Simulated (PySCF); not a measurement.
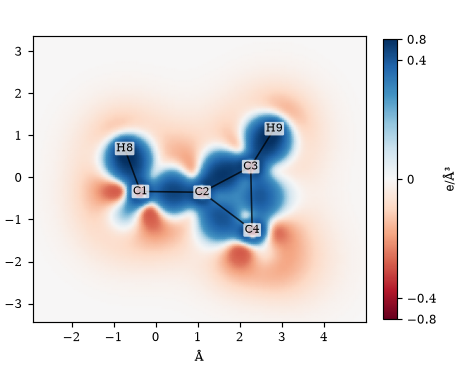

Figure. C4H7N, SMILES `CC1=CC1N`. Deformation density (molecule less spherical, spin-averaged free atoms) in the plane of C1, C2, C3, C4, H8 and H9; colour scale in e/Å³, logarithmic beyond ±0.1; blue: gain, red: loss.

PySCF calculation, ωB97X/def2-TZVP, gas phase; geometry: GFN2-xTB. No frequency check shows the geometry to be a minimum.

Input script:

```python
import numpy as np
from pyscf import gto, scf, dft
from pyscf.scf import atom_ks, atom_hf
from scipy.linalg import block_diag

def solve(mol, dm0=None, hcore=None):
    mf = (dft.UKS if mol.spin else dft.RKS)(mol, xc='wb97x')
    mf.grids.level = 3
    mf = mf.density_fit(auxbasis='def2-universal-jkfit')
    mf.conv_tol, mf.max_cycle = 1e-8, 80
    if hcore is not None:
        mf.get_hcore = lambda *args: hcore
    mf.kernel(dm0)
    if not mf.converged:
        mf = mf.newton().run(mf.mo_coeff, mf.mo_occ, max_cycle=30)
    assert mf.converged, 'SCF not converged'
    return mf

mol = gto.M(atom='''
C     -1.91905    -0.53306     0.03679
C     -0.65311     0.20389    -0.03793
C      0.07323     1.26370     0.19872
C      0.76369     0.11597    -0.49237
N      1.69762    -0.75629     0.17869
H     -1.76923    -1.47329     0.56755
H     -2.26474    -0.77241    -0.96906
H     -2.68125     0.05278     0.54810
H      0.16565     2.23968     0.61006
H      1.01302     0.18717    -1.54877
H      2.63329    -0.36126     0.15982
H      1.43133    -0.88165     1.15022
''', basis='def2-tzvp', charge=0, spin=0, verbose=4)
mf = solve(mol)
mf.analyze()
# spherically averaged free atoms, for the promolecule
atm = atom_ks.get_atm_nrks(mol, xc='wb97x')
pro = block_diag(*[(atm[a[0]][2] * atm[a[0]][3]) @ atm[a[0]][2].T for a in mol._atom])
np.savez('result.npz', e=mf.e_tot, c=mf.mo_coeff, occ=mf.mo_occ, eps=mf.mo_energy, pro=pro, dip=mf.dip_moment(verbose=0), s2=mf.spin_square()[0])
```

Launched as:

```sh
OMP_NUM_THREADS=1 python input.py
```

The run took 28 s on 1 thread of Arm Neoverse V2 (shared host), peak memory 0.77 GiB.

Partitions, critical points and surface values were worked out afterwards from this run's density.

Q: How much density has each bond in this plane gained at its critical point, relative to the free atoms?

A: C3–H9: +0.79 e/Å³ at the bond critical point (bond length 1.06 Å, Mayer order 0.9). C1–H8: +0.74 e/Å³ at the bond critical point (bond length 1.09 Å, Mayer order 1.0). C2–C3: +0.68 e/Å³ at the bond critical point (bond length 1.31 Å, Mayer order 1.8). C1–C2: +0.53 e/Å³ at the bond critical point (bond length 1.47 Å, Mayer order 0.9). C2–C4: +0.39 e/Å³ at the bond critical point (bond length 1.49 Å, Mayer order 0.9). C3–C4: +0.34 e/Å³ at the bond critical point (bond length 1.51 Å, Mayer order 1.0). In all, 2.8 electrons gather in the regions of gain relative to the promolecule.

Q: Where do the Hirshfeld charges lie?

A: The highest Hirshfeld charge is on H11 (+0.11 e), the lowest on N5 (−0.26 e).

| atom | charge (e) |
| --- | --- |
| C1 | −0.12 |
| C2 | 0.00 |
| C3 | −0.08 |
| C4 | −0.02 |
| N5 | −0.26 |
| H6 | +0.06 |
| H7 | +0.06 |
| H8 | +0.06 |
| H9 | +0.07 |
| H10 | +0.03 |
| H11 | +0.11 |
| H12 | +0.10 |
